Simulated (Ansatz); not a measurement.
**Response to strain in Zr**

The parent structure is Zr in the hcp (Mg type) structure (space group P6_3/mmc, No. 194; relaxed with 0.1 eV smearing).

```xyz
2
Lattice="3.1825 0.0000 0.0000 -1.5912 2.7561 0.0000 0.0000 0.0000 5.1235" Properties=species:S:1:pos:R:3 pbc="T T T"
Zr     1.5912     0.9187     3.8426
Zr     0.0000     1.8374     1.2809
```

Strains are applied to the cell and any free atomic positions relax.

Method: PBEsol in Ansatz (plane waves to 420 eV, PAW, no spin-orbit coupling).

Notes on the quantities. energy relative to the base: free energy F.

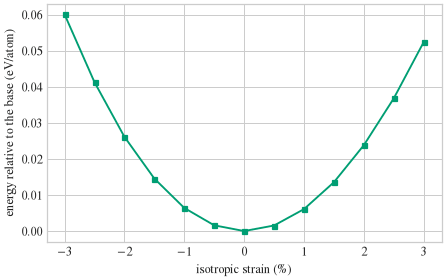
Figure. Energy relative to the base against isotropic strain

| isotropic strain (%) | energy relative to the base |
|---|---|
| -3 | +60 meV/atom |
| -2.5 | +41 meV/atom |
| -2 | +26 meV/atom |
| -1.5 | +15 meV/atom |
| -1 | +6.4 meV/atom |
| -0.5 | +1.6 meV/atom |
| 0.5 | +1.5 meV/atom |
| 1 | +6.1 meV/atom |
| 1.5 | +14 meV/atom |
| 2 | +24 meV/atom |
| 2.5 | +37 meV/atom |
| 3 | +52 meV/atom |

Stability against distortions was not tested. The final runs are not spin-polarised.

Ansatz is a first-principles code.
